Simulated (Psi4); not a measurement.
## Geometry relaxation, with input and output: OF2 (part 4 of 4)

OF2 (oxygen difluoride), SMILES FOF; MP2/pcseg-1, RHF (Psi4 1.11). The atoms were displaced at random from an optimised geometry.

Geometry of the input (Å):
```
F  1.0253  -0.3290  0.5068
O  0.0101  0.5530  0.0451
F  -0.9888  -0.1894  -0.5954
```

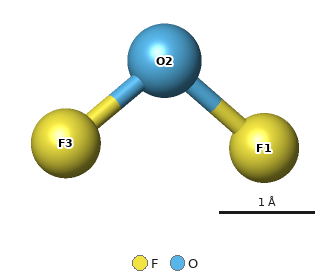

**Figure 1.** The geometry at step 2 of the log (ball-and-stick view, seen at an oblique angle; atoms are numbered from 1 in the order of the input).

What the program printed, continued
```
Properties computed using the SCF density matrix

 Multipole Moments:

 ------------------------------------------------------------------------------------
     Multipole            Electronic (a.u.)      Nuclear  (a.u.)        Total (a.u.)
 ------------------------------------------------------------------------------------

 L = 1.  Multiply by 2.5417464519 to convert [e a0] to [Debye]
 Dipole X            :         -0.0175789            0.0290488            0.0114699
 Dipole Y            :         -0.2895636            0.5037487            0.2141851
 Dipole Z            :         -0.0000000           -0.0000000           -0.0000000
 Magnitude           :                                                    0.2144920

 ------------------------------------------------------------------------------------

	total time  =          0 seconds =       0.00 minutes

  //>>>>>>>>>>>>>>>>>>>>>>>>>>>>>>>>>>>//
  //               DFMP2               //
  //<<<<<<<<<<<<<<<<<<<<<<<<<<<<<<<<<<<//

  ==> Geometry <==

    Molecular point group: c1
    Full point group: Cs

    Geometry (in Bohr), charge = 0, multiplicity = 1:

       Center              X                  Y                   Z               Mass
    ------------   -----------------  -----------------  -----------------  -----------------
         F            2.085951822077    -0.625062969002    -0.000000000000    18.998403162730
         O            0.068701704870     1.191389030569    -0.000000000000    15.994914619570
         F           -2.143792362368    -0.377977426521     0.000000000000    18.998403162730

  Nuclear repulsion =   72.184295641378327
  Reference energy  = -273.356612869874084

  => Iterations <=

             Iter  Converged  Remaining    Residual
  CGR           1          0          1   1.809E-01
  CGR           2          0          1   3.120E-02
  CGR           3          0          1   7.859E-03
  CGR           4          0          1   2.811E-03
  CGR           5          0          1   5.203E-04
  CGR           6          0          1   1.939E-04
  CGR           7          0          1   8.588E-05
  CGR           8          0          1   4.127E-05
  CGR           9          0          1   9.443E-06
  CGR          10          0          1   2.272E-06
  CGR          11          1          0   4.061E-07

    CGRSolver converged.

   => Auxiliary Basis Set <=

  Basis Set: (PCSEG-1 AUX)
    Blend: DEF2-UNIVERSAL-JKFIT
    Number of shells: 75
    Number of basis functions: 231
    Number of Cartesian functions: 279
    Spherical Harmonics?: true
    Max angular momentum: 4

	-----------------------------------------------------------
	 ==================> DF-MP2 Energies <====================
	-----------------------------------------------------------
	 Reference Energy          =    -273.3566128698740840 [Eh]
	 Singles Energy            =      -0.0000000000000000 [Eh]
	 Same-Spin Energy          =      -0.1582479709060025 [Eh]
	 Opposite-Spin Energy      =      -0.4285274207284068 [Eh]
	 Correlation Energy        =      -0.5867753916344094 [Eh]
	 Total Energy              =    -273.9433882615085167 [Eh]
	-----------------------------------------------------------
	 ================> DF-SCS-MP2 Energies <==================
	-----------------------------------------------------------
	 SCS Same-Spin Scale       =       0.3333333333333333 [-]
	 SCS Opposite-Spin Scale   =       1.2000000000000000 [-]
	 SCS Same-Spin Energy      =      -0.0527493236353342 [Eh]
	 SCS Opposite-Spin Energy  =      -0.5142329048740881 [Eh]
	 SCS Correlation Energy    =      -0.5669822285094223 [Eh]
	 SCS Total Energy          =    -273.9235950983834869 [Eh]
	-----------------------------------------------------------

  -Total Gradient:
     Atom            X                  Y                   Z
    ------   -----------------  -----------------  -----------------
       1        0.000196320097    -0.000169038055     0.000000000000
       2       -0.000300829916     0.000087846850    -0.000000000000
       3        0.000104509819     0.000081191205    -0.000000000000

	total time  =          0 seconds =       0.00 minutes

    			-----------------------------------------

    			 OPTKING 3.0: for geometry optimizations

    			        with contributions from

    			-----------------------------------------

	                            ===> Fragment 1 <==

	 Z (Atomic Numbers)          Masses                          Geom
	       9.000000            18.998403          2.08595182 -0.62506297 -0.00000000
	       8.000000            15.994915          0.06870170  1.19138903 -0.00000000
	       9.000000            18.998403         -2.14379236 -0.37797743  0.00000000

	 - Coordinate -           - BOHR/RAD -       - ANG/DEG -
	 R(1,2)           =         2.714553           1.436479
	 R(2,3)           =         2.712571           1.435431
	 B(1,2,3)         =         1.791570         102.649403

	        --- Internal Coordinate Step in ANG or DEG, aJ/ANG or AJ/DEG ---
	-------------------------------------------------------------------------------
	           Coordinate      Previous         Force          Change          New
	           ----------      --------        ------          ------        ------
	               R(1,2)       1.43648       -0.00213       -0.00055       1.43593
	               R(2,3)       1.43543        0.00109        0.00036       1.43579
	             B(1,2,3)     102.64940       -0.00000       -0.00134     102.64807
	-------------------------------------------------------------------------------

	                                 ==> Convergence Check <==

	Measures of convergence in internal coordinates in au.

	Criteria marked as inactive (o), active & met (*), and active & unmet ( ).

	----------------------------------------------------------------------------------------------
	   Step    Total Energy     Delta E     Max Force     RMS Force      Max Disp      RMS Disp
	----------------------------------------------------------------------------------------------
	  Convergence Criteria     1.00e-06 *    3.00e-04 *             o    1.20e-03 *             o
	----------------------------------------------------------------------------------------------
	     5    -273.94338826   -1.11e-06      2.59e-04 *    1.68e-04 o    1.04e-03 *    7.16e-04 o  ~
	----------------------------------------------------------------------------------------------

Next Geometry in Ang
	Fragment 1 (Ang)

	    F   1.1036006290  -0.3306112554  -0.0000000000
	    O   0.0366722695   0.6304055115  -0.0000000000
	    F  -1.1345254177  -0.2001244507   0.0000000000

    Final optimized geometry and variables:
    Molecular point group: c1
    Full point group: Cs

    Geometry (in Bohr), charge = 0, multiplicity = 1:

    F            2.085951822077    -0.625062969002    -0.000000000000
    O            0.068701704870     1.191389030569    -0.000000000000
    F           -2.143792362368    -0.377977426521     0.000000000000

  Variable Map:
  ----------------------------------------------------------------------------
  "CURRENT CORRELATION ENERGY"           =>      -0.586775391634
  "CURRENT ENERGY"                       =>    -273.943388261509
  "CURRENT REFERENCE ENERGY"             =>    -273.356612869874
  "CUSTOM SCS-MP2 CORRELATION ENERGY"    =>      -0.566982228509
  "CUSTOM SCS-MP2 TOTAL ENERGY"          =>    -273.923595098383
  "DD SOLVATION ENERGY"                  =>       0.000000000000
  "HF KINETIC ENERGY"                    =>     273.773942435634
  "HF POTENTIAL ENERGY"                  =>    -547.130555305508
  "HF TOTAL ENERGY"                      =>    -273.356612869874
  "HF VIRIAL RATIO"                      =>       1.998475641757
  "MP2 CORRELATION ENERGY"               =>      -0.586775391634
  "MP2 DOUBLES ENERGY"                   =>      -0.586775391634
  "MP2 OPPOSITE-SPIN CORRELATION ENERGY" =>      -0.428527420728
  "MP2 SAME-SPIN CORRELATION ENERGY"     =>      -0.158247970906
  "MP2 SINGLES ENERGY"                   =>      -0.000000000000
  "MP2 TOTAL ENERGY"                     =>    -273.943388261509
  "NUCLEAR REPULSION ENERGY"             =>      72.184295641378
  "ONE-ELECTRON ENERGY"                  =>    -524.309463681882
  "OPTIMIZATION ITERATIONS"              =>       5.000000000000
  "PCM POLARIZATION ENERGY"              =>       0.000000000000
  "PE ENERGY"                            =>       0.000000000000
  "SCF ITERATION ENERGY"                 =>    -273.356612869874
  "SCF ITERATIONS"                       =>      12.000000000000
  "SCF TOTAL ENERGY"                     =>    -273.356612869874
  "SCS-MP2 CORRELATION ENERGY"           =>      -0.566982228509
  "SCS-MP2 TOTAL ENERGY"                 =>    -273.923595098383
  "TWO-ELECTRON ENERGY"                  =>     178.768555170630

  Array Variable Map:
  ----------------------------------------------------------------------------
  "CURRENT DIPOLE"                       =>       0.011469919430 ... -0.000000000000 1 by 3
  "CURRENT GRADIENT"                     =>       0.000196320097 ... -0.000000000000 3 by 3
  "MP2 TOTAL GRADIENT"                   =>       0.000196320097 ... -0.000000000000 3 by 3
  "SCF DIPOLE"                           =>       0.011469919430 ... -0.000000000000 1 by 3
  "SCF TOTAL ENERGIES"                   =>    -273.356529426379 ... -273.356612869874 1 by 13

    Psi4 run time: 0:00:05.93

[set-up sections that repeat, and orbital energies of the middle runs, are left out above]
```

Trajectory as extended XYZ (Å, eV, eV/Å), 5 frames, from step=0 to step=4
```
3
Properties=species:S:1:pos:R:3:forces:R:3 step=0 energy=-7454.30884
F     1.0253   -0.3290    0.5068   -0.0030  -0.7667  -0.0903
O     0.0101    0.5530    0.0451    0.3384   1.7979   0.3959
F    -0.9888   -0.1894   -0.5954   -0.3355  -1.0312  -0.3055
3
Properties=species:S:1:pos:R:3:forces:R:3 step=1 energy=-7454.37467
F     0.9863   -0.3492    0.4829    0.1811  -0.0322   0.0968
O     0.0132    0.6105    0.0535    0.1704   0.1861   0.1161
F    -0.9524   -0.2176   -0.5785   -0.3515  -0.1539  -0.2130
3
Properties=species:S:1:pos:R:3:forces:R:3 step=2 energy=-7454.37900
F     0.9966   -0.3478    0.4888   -0.0039   0.0013  -0.0020
O     0.0150    0.6074    0.0541    0.0895   0.0732   0.0582
F    -0.9642   -0.2163   -0.5849   -0.0856  -0.0745  -0.0562
3
Properties=species:S:1:pos:R:3:forces:R:3 step=3 energy=-7454.37932
F     0.9972   -0.3478    0.4891   -0.0180   0.0160  -0.0081
O     0.0163    0.6086    0.0550    0.0358   0.0004   0.0199
F    -0.9659   -0.2173   -0.5860   -0.0178  -0.0165  -0.0118
3
Properties=species:S:1:pos:R:3:forces:R:3 step=4 energy=-7454.37935
F     0.9970   -0.3477    0.4890   -0.0092   0.0086  -0.0041
O     0.0168    0.6087    0.0553    0.0137  -0.0045   0.0071
F    -0.9662   -0.2176   -0.5861   -0.0045  -0.0042  -0.0030
```

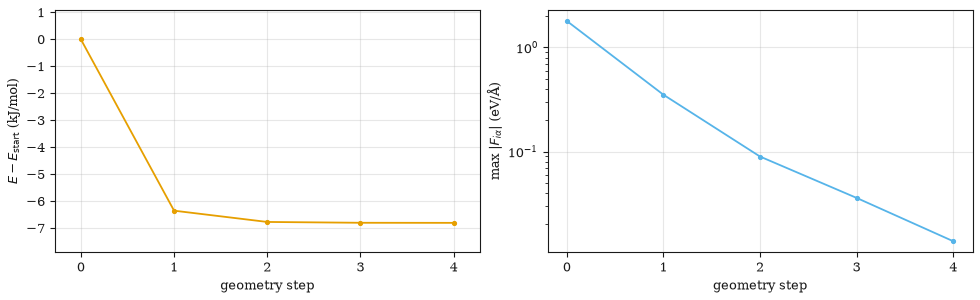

**Figure 2.** Progress of the relaxation, step by step (steps are counted from 0).

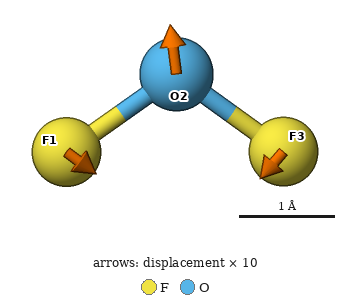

**Figure 3.** The starting structure with the displacements as orange arrows, magnified 10 times (ball-and-stick view, seen on its broad side). The two geometries are laid on each other by the best rigid fit. After 4 geometry steps the energy has fallen by 6.80 kJ/mol. Largest force component: 1.8 eV/Å at the start, 0.014 eV/Å at the end. The largest move after the best rigid fit is that of O2, 0.054 Å. Largest moves by element: O 0.054 Å, F 0.040 Å. Among the contacts that change: O2–F3 1.400 → 1.435 Å, F1–O2 1.422 → 1.436 Å. Among the angles that change: F1–O2–F3 109.2° → 102.6°. (Atoms are counted from 1 in the order of the input.)
